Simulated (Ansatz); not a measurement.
The figure comes from a scan of C (diamond): a phonon pattern at X = (0.5, 0.5, 0.0) is frozen into a 4-atom cell, Q being the largest atomic displacement. Method: r2SCAN (plane waves to 500 eV, PAW, scalar-relativistic; Ansatz, a quantum-chemistry and plane-wave program). k mesh 16×16×16 (Γ-centred), Fermi-Dirac smearing 0.05 eV. Energies are smeared free energies. C was relaxed with its symmetry unable to fall. The zero of ΔE is the undisplaced structure.

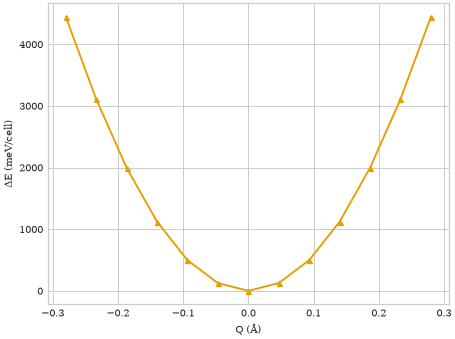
Fig. 1. ΔE (meV/cell) against Q (Å); computed points joined by lines.

Task: Read the plotted values off the figure, to the accuracy that the plot allows.

Result: To the nearest 100:

```
Q (Å)   ΔE (meV/cell)
------  -------------
-0.280           4400
-0.233           3100
-0.187           2000
-0.140           1100
-0.093            500
-0.047            100
0.000               0
0.047             100
0.093             500
0.140            1100
0.187            2000
0.233            3100
0.280            4400
```

(For displaced atoms, the force is minus the slope of the energy, and its curvature is a force constant, which sets phonon frequencies.)
